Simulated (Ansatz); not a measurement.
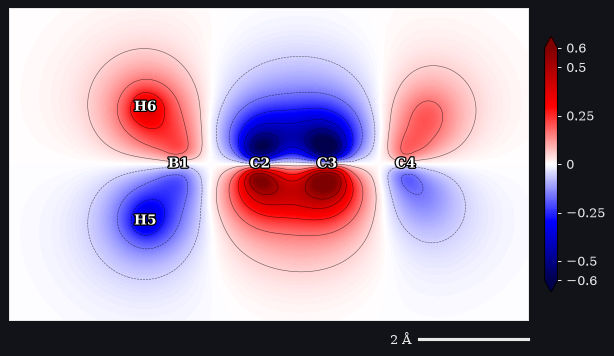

C3H5B. One frontier orbital on the plane of atoms C2, B1 and H6 (values in Å⁻³ᐟ²; the overall sign is arbitrary).

Computed with Ansatz, RKS PBE-D4/def2-SVP.

```csv
atom,x (Å),y (Å),z (Å)
B,-0.0804,2.0777,-1.0498
C,-0.0257,0.7411,-0.3704
C,0.0080,-0.3631,0.1871
C,0.0540,-1.6574,0.8392
H,0.1989,2.1812,-2.2300
H,-0.4060,3.0722,-0.4282
H,1.1025,-1.9054,1.1120
H,-0.3045,-2.4659,0.1678
H,-0.5468,-1.6804,1.7724
```

### Which orbital is it: HOMO or LUMO?

The HOMO, at −6.14 eV. Its weight (Hirshfeld) is mainly on C3 (about 35 %), C2 (about 30 %), B1 (about 10 %), H5 (about 5 %) and H6 (about 5 %); π-bonding across C3–C2.
